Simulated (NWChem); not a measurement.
**CH5FOSn (SMILES C[O][SnH2][F]) at HF/3-21G**

Aim: the adiabatic ionisation energy of CH5FOSn at HF/3-21G, from 2 runs. 

Program for the calculation: NWChem 7.3.0.

### Step 1. The structure to begin with

The species is CH5FOSn (9 atoms), meant as a singlet with charge 0. SMILES: `C[O][SnH2][F]`. Geometry: relaxed at PBE0-D4/def2-TZVP. This is one conformer, not always the lowest. The run starts from this shape.

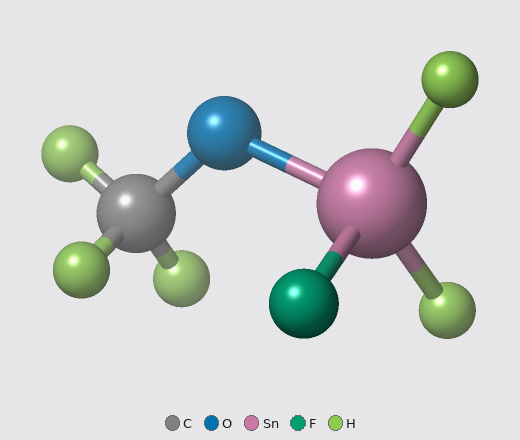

Viewed from a chosen angle; carbon grey, oxygen blue, tin pink, fluorine teal, hydrogen green.

### Step 2. A geometry optimisation at HF/3-21G

The input, ch5fosn.xyz:

```xyz
9

C      0.518500     1.372900     0.070100
O      0.868000     0.081800    -0.373800
Sn    -0.399500    -1.388400    -0.243800
F     -0.697400    -1.629400     1.640500
H      1.313300     2.060500    -0.231100
H     -0.420600     1.731700    -0.373400
H      0.422100     1.418200     1.160900
H     -1.916000    -0.924300    -0.859900
H      0.399900    -2.769100    -0.806400
```

The input, ch5fosn.nw:

```
start ch5fosn
memory 2200 mb
geometry
   load format xyz ch5fosn.xyz
end
basis spherical bse
   * library 3-21G
end
scf
   nopen 0
   rhf
   thresh 1e-07
   maxiter 80
   print low
end
driver
   maxiter 60
end
freq
   temp 3 298.15 600 900
end
task scf optimize
task scf frequencies
```

Run with:

```bash
$ nwchem ch5fosn.nw > ch5fosn.out
```

What it wrote:

```text
[...]
  functions       =    68
[...]
  wavefunction    = RHF
[...]
         Total SCF energy =  -6210.214228930873
[...]
@    0   -6210.21422893  0.0D+00  0.02253  0.00674  0.00000  0.00000     10.2
[...]
         Total SCF energy =  -6210.216941721053
[...]
@    1   -6210.21701173 -2.8D-03  0.01065  0.00285  0.06193  0.15482     23.5
[...]
@    9   -6210.21829423 -3.7D-06  0.00015  0.00006  0.01884  0.04762    117.5
[...]
         Total SCF energy =  -6210.218294814002
[...]
@   10   -6210.21829481 -5.8D-07  0.00009  0.00003  0.00130  0.00256    128.2
[...]
         Total SCF energy =  -6210.218294876489
[...]
         Total SCF energy =  -6210.218294876489
[...]
                         RHF ENERGY GRADIENTS
    atom               coordinates                        gradient
                 x          y          z           x          y          z
   1 C       1.005176  -4.632882  -0.499748    0.000000  -0.000028  -0.000011
   2 O      -0.294377  -2.566078   0.643252    0.000006   0.000052  -0.000002
   3 Sn     -0.541393   0.966799  -0.068736   -0.000013  -0.000016   0.000013
   4 F       2.823924   2.154600   0.156214   -0.000002  -0.000001   0.000012
   5 H       0.339416  -6.366875   0.350055    0.000001   0.000002  -0.000003
   6 H       0.660286  -4.737428  -2.523142    0.000001   0.000004  -0.000000
   7 H       3.030211  -4.504311  -0.203489   -0.000002   0.000000   0.000004
   8 H      -1.557136   1.501570  -3.123788   -0.000007  -0.000011   0.000004
   9 H      -2.316678   2.361436   2.262846    0.000015  -0.000003  -0.000017
[...]
@   11   -6210.21829488 -6.2D-08  0.00003  0.00001  0.00061  0.00158    135.0
[...]
      Optimization converged
[...]
@   11   -6210.21829488 -6.2D-08  0.00003  0.00001  0.00061  0.00158    135.0
[...]
         Total SCF energy =  -6210.218294876489
      One-electron energy =  -9380.608329484157
      Two-electron energy =   2763.236544663492
 Nuclear repulsion energy =    407.153489944176
        Time for solution =      0.3s
[...]
 Zero-Point correction to Energy  =   38.722 kcal/mol  (  0.061707 au)
 Thermal correction to Energy     =   59.883 kcal/mol  (  0.095429 au)
 Thermal correction to Enthalpy   =   61.670 kcal/mol  (  0.098278 au)
 Total Entropy                    =  115.121 cal/mol-K
   - Translational                =   46.766 cal/mol-K (mol. weight = 169.9342)
   - Rotational                   =   29.744 cal/mol-K (symmetry #  =        1)
   - Vibrational                  =   38.611 cal/mol-K
 Cv (constant volume heat capacity) =   35.030 cal/mol-K
   - Translational                  =    2.979 cal/mol-K
   - Rotational                     =    2.979 cal/mol-K
   - Vibrational                    =   29.071 cal/mol-K
[...]
 Normal Eigenvalue ||           Projected Infra Red Intensities
  Mode   [cm**-1]  || [atomic units] [(debye/angs)**2] [(KM/mol)] [arbitrary]
 ------ ---------- || -------------- ----------------- ---------- -----------
    1       -0.000 ||    0.000452           0.010         0.441       0.067
    2       -0.000 ||    0.002288           0.053         2.230       0.339
    3       -0.000 ||    0.000028           0.001         0.027       0.004
    4        0.000 ||    0.000064           0.001         0.063       0.009
    5        0.000 ||    0.000368           0.008         0.359       0.055
    6        0.000 ||    0.000387           0.009         0.377       0.057
    7       52.914 ||    0.010863           0.251        10.590       1.608
    8       89.519 ||    0.000342           0.008         0.333       0.051
    9      140.280 ||    0.010462           0.241        10.198       1.549
   10      241.229 ||    0.036421           0.840        35.505       5.391
   11      522.299 ||    0.186563           4.304       181.871      27.618
   12      596.123 ||    0.015610           0.360        15.217       2.311
   13      613.979 ||    0.030764           0.710        29.990       4.554
   14      736.894 ||    0.093732           2.162        91.374      13.875
[...]
```

It took 2.7 min on 1 thread of Intel Xeon at 2.60GHz (Ice Lake), shared host; peak memory 0.12 GiB.

Step by step:

```tsv
step	energy from the first frame kept (eV)
0	0.0000
1	-0.0757
2	-0.1009
3	-0.1086
4	-0.1099
5	-0.1103
6	-0.1103
7	-0.1104
8	-0.1105
9	-0.1106
10	-0.1106
11	-0.1106
```

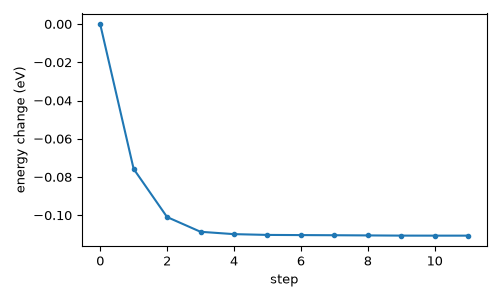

Energy along the run.

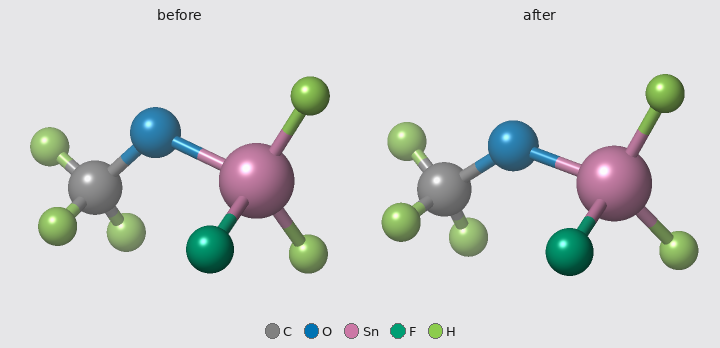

Before and after, at one scale.

After the run. Bond lengths: C1–O2 1.427 Å, O2–Sn3 1.912 Å, Sn3–F4 1.892 Å, C1–H5 1.081 Å, C1–H6 1.088 Å, C1–H7 1.085 Å, Sn3–H8 1.727 Å, Sn3–H9 1.717 Å. Some angles: C1–O2–Sn3 134.4°, O2–Sn3–F4 104.4°, O2–C1–H5 108.5°, O2–C1–H6 112.1°, O2–C1–H7 111.5°, O2–Sn3–H8 111.5°, O2–Sn3–H9 108.4°, F4–Sn3–H8 107.3°, F4–Sn3–H9 109.1°, H5–C1–H6 108.2°.

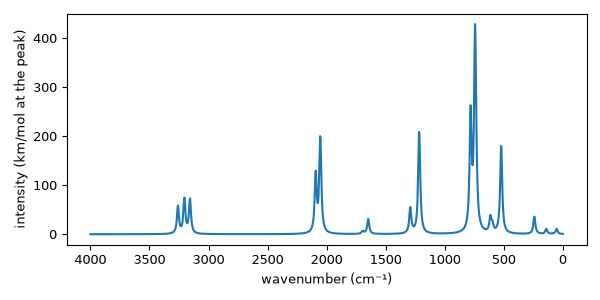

Harmonic infrared spectrum, unscaled, lines broadened by 10 cm⁻¹.

### Step 3. The doublet cation: a structure relaxation at UHF/3-21G

The input, ch5fosn.nw:

```
start ch5fosn
memory stack 880 mb heap 220 mb global 1100 mb
charge 1

geometry units atomic noautosym
  C      0.97982300     2.59440500     0.13246980
  O      1.64028228     0.15457960    -0.70637963
  Sn    -0.75494559    -2.62369575    -0.46071523
  F     -1.31789500    -3.07911975     3.10009571
  H      2.48177732     3.89378068    -0.43671571
  H     -0.79481881     3.27243873    -0.70562373
  H      0.79765340     2.68000959     2.19378306
  H     -3.62071525    -1.74667386    -1.62497549
  H      0.75570148    -5.23284061    -1.52387515
end

basis spherical bse
  * library 3-21G
end

scf
  nopen 1
  uhf
  thresh 1e-07
  maxiter 80
  print low
end

driver
  maxiter 60
end

freq
  temp 2 298.15 500
end

task scf optimize
task scf frequencies
```

Run with:

```bash
$ nwchem ch5fosn.nw > ch5fosn.out
```

What it wrote:

```text
[...]
  functions       =    68
[...]
  wavefunction    = UHF
[...]
         Total SCF energy =  -6209.890192455227
[...]
@    0   -6209.89019246  0.0D+00  0.08537  0.02078  0.00000  0.00000     34.3
[...]
         Total SCF energy =  -6209.920550691592
[...]
@    1   -6209.92667192 -3.6D-02  0.01251  0.00398  0.15797  0.43531     72.9
[...]
@   22   -6209.93350140 -4.5D-06  0.00020  0.00006  0.01162  0.02760    765.6
[...]
         Total SCF energy =  -6209.933502035255
[...]
@   23   -6209.93350204 -6.3D-07  0.00006  0.00002  0.00185  0.00495    777.3
[...]
         Total SCF energy =  -6209.933502152598
[...]
         Total SCF energy =  -6209.933502162167
      One electron energy =  -9337.572642722702
      Two electron energy =   2732.945621098614
 Nuclear repulsion energy =    394.693519461921
                       Sz =      0.5000
                 Sz(Sz+1) =      0.7500
                      S^2 =      0.7578
[...]
                         UHF ENERGY GRADIENTS
    atom               coordinates                        gradient
                 x          y          z           x          y          z
   1 C       1.595815   4.447173   0.455527   -0.000005  -0.000038   0.000012
   2 O       1.441563   2.108831  -1.149655    0.000014   0.000010  -0.000001
   3 Sn     -0.813591  -1.227986  -0.597994    0.000005  -0.000013  -0.000006
   4 F      -2.022724   0.366714   2.334051   -0.000007   0.000007   0.000007
   5 H       1.078261   5.971914  -0.796957   -0.000001   0.000007  -0.000007
   6 H       0.340259   4.219170   2.033158   -0.000008   0.000007   0.000002
   7 H       3.562172   4.588894   0.979527    0.000006   0.000006  -0.000006
   8 H      -2.863317  -1.054294  -3.057533   -0.000005   0.000002   0.000003
   9 H       1.423910  -3.442869   0.008924   -0.000000   0.000013  -0.000003
[...]
@   24   -6209.93350216 -1.3D-07  0.00001  0.00001  0.00072  0.00168    794.0
[...]
      Optimization converged
[...]
@   24   -6209.93350216 -1.3D-07  0.00001  0.00001  0.00072  0.00168    794.0
[...]
         Total SCF energy =  -6209.933502162167
[...]
 Zero-Point correction to Energy  =   37.892 kcal/mol  (  0.060385 au)
 Thermal correction to Energy     =   46.967 kcal/mol  (  0.074847 au)
 Thermal correction to Enthalpy   =   47.960 kcal/mol  (  0.076430 au)
 Total Entropy                    =   95.779 cal/mol-K
   - Translational                =   43.847 cal/mol-K (mol. weight = 169.9342)
   - Rotational                   =   28.122 cal/mol-K (symmetry #  =        1)
   - Vibrational                  =   23.810 cal/mol-K
 Cv (constant volume heat capacity) =   27.546 cal/mol-K
   - Translational                  =    2.979 cal/mol-K
   - Rotational                     =    2.979 cal/mol-K
   - Vibrational                    =   21.587 cal/mol-K
[...]
 Normal Eigenvalue ||           Projected Infra Red Intensities
  Mode   [cm**-1]  || [atomic units] [(debye/angs)**2] [(KM/mol)] [arbitrary]
 ------ ---------- || -------------- ----------------- ---------- -----------
    1        0.000 ||    0.005996           0.138         5.845       1.808
    2        0.000 ||    0.001702           0.039         1.659       0.513
    3        0.000 ||    0.006006           0.139         5.855       1.811
    4        0.000 ||    0.004424           0.102         4.313       1.334
    5        0.000 ||    0.002349           0.054         2.290       0.708
    6        0.000 ||    0.003705           0.085         3.612       1.117
    7      100.361 ||    0.017680           0.408        17.236       5.330
    8      131.106 ||    0.001323           0.031         1.290       0.399
    9      147.920 ||    0.029655           0.684        28.909       8.940
   10      233.889 ||    0.004985           0.115         4.860       1.503
   11      409.582 ||    0.036008           0.831        35.102      10.855
   12      420.095 ||    0.030688           0.708        29.916       9.251
   13      547.556 ||    0.091592           2.113        89.288      27.610
   14      669.497 ||    0.230898           5.327       225.090      69.605
[...]
```

Wall time 14 min (1 thread of Intel Xeon at 2.60GHz (Ice Lake), shared host); peak memory 0.14 GiB.

Step by step:

```tsv
step	energy from the first frame kept (eV)
0	0.0000
1	-0.9927
2	-1.0588
3	-1.0720
4	-1.0785
5	-1.0872
6	-1.1003
7	-1.1086
8	-1.1116
9	-1.1181
10	-1.1251
11	-1.0780
12	-1.1267
13	-1.1362
14	-1.1399
15	-1.1414
16	-1.1454
17	-1.1550
18	-1.1679
19	-1.1744
20	-1.1775
21	-1.1784
22	-1.1785
23	-1.1785
24	-1.1785
```

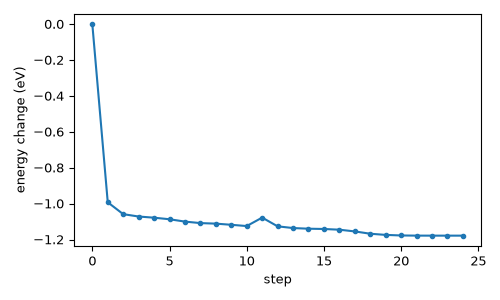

Energy along the run.

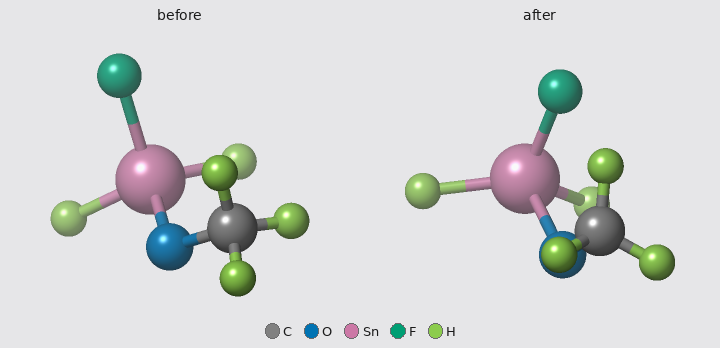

Before and after, at one scale.

After the run. Bond lengths: C1–O2 1.503 Å, O2–Sn3 2.151 Å, Sn3–F4 1.879 Å, C1–H5 1.079 Å, C1–H6 1.074 Å, C1–H7 1.079 Å, Sn3–H8 1.697 Å, Sn3–H9 1.697 Å. Some angles: C1–O2–Sn3 129.0°, O2–Sn3–F4 86.1°, O2–C1–H5 104.7°, O2–C1–H6 108.3°, O2–C1–H7 104.8°, O2–Sn3–H8 101.9°, O2–Sn3–H9 101.9°, F4–Sn3–H8 113.0°, F4–Sn3–H9 113.1°, H5–C1–H6 113.9°.

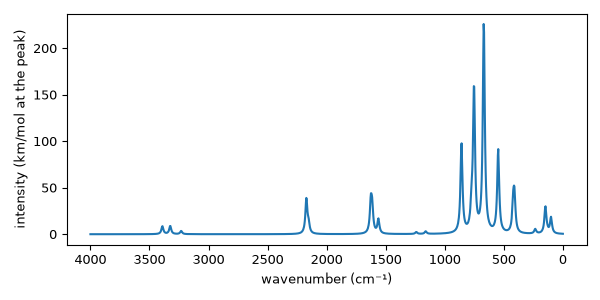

Harmonic infrared spectrum, unscaled, lines broadened by 10 cm⁻¹.

### Step 4. Outcome

Level: HF/3-21G.

| quantity | value |
| --- | --- |
| run 1, HF/3-21G: total energy at the end | -6210.21829 Eh |
| run 1, HF/3-21G: lowest harmonic wavenumber | 53 cm⁻¹ |
| run 1, HF/3-21G: highest harmonic wavenumber | 3259 cm⁻¹ |
| run 1, HF/3-21G: zero-point energy | 162.0 kJ/mol |
| run 1, HF/3-21G: ideal-gas entropy at 298.15 K (symmetry number 1 as used) | 83.0 cal/(mol K) |
| doublet cation: total energy at the end | -6209.93350 Eh |
| doublet cation: ⟨S²⟩ | 0.758 |
| doublet cation: lowest harmonic wavenumber | 100 cm⁻¹ |
| doublet cation: highest harmonic wavenumber | 3390 cm⁻¹ |
| doublet cation: zero-point energy | 158.5 kJ/mol |
| adiabatic ionisation energy (to the doublet cation, no zero-point term) | 7.750 eV |

**Reading.** The adiabatic ionisation energy (to the doublet cation, no zero-point term) is 7.75 eV (748 kJ/mol). All 21 modes (run 1, HF/3-21G) are real, so the shape is a minimum at this level. The optimisation (run 1, HF/3-21G) took 12 steps and changed the energy by -0.111 eV. Relativity is left out (run 1, HF/3-21G) although the molecule holds a heavy atom. All 21 modes (doublet cation) are real, so the shape is a minimum at this level. The optimisation (doublet cation) took 25 steps and changed the energy by -1.179 eV.
